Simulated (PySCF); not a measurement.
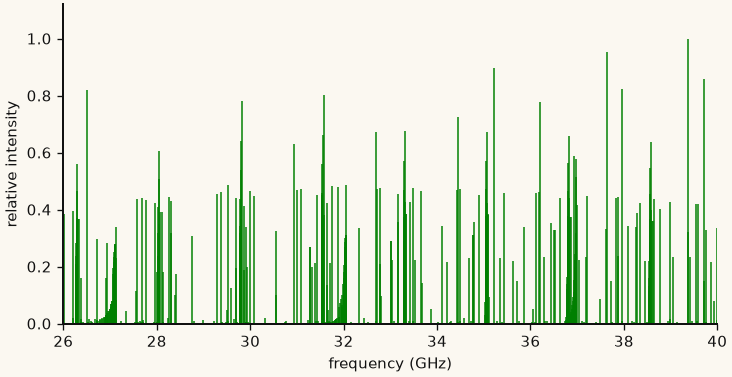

Simulated rotational absorption lines between 26 and 40 GHz at 10 K: rigid rotor with the equilibrium constants and dipole of one optimised conformer (PBE0-D3(BJ)/def2-SVP, PySCF 2.14.0), commonest isotopes; no centrifugal distortion, hyperfine structure, internal rotation or nuclear-spin weights; lines within 1 MHz of each other are summed.

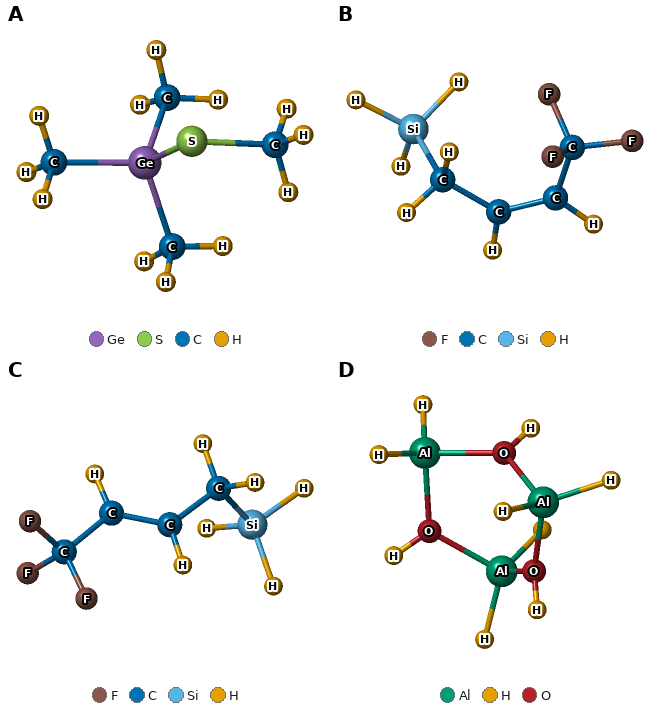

Which molecule gives this spectrum? The candidates are drawn in the second picture.

Answer. Structure B, C₄H₇F₃Si, SMILES FC(F)(F)/C=C\C[SiH3]. Rotational constants A, B, C = 3.341, 0.8989, 0.8527 GHz, |μa|, |μb|, |μc| = 1.66, 1.61, 0.30 D.

Caveats: coarse grid, loose stop and no frequency check, small forces are noise and the end may be a saddle.
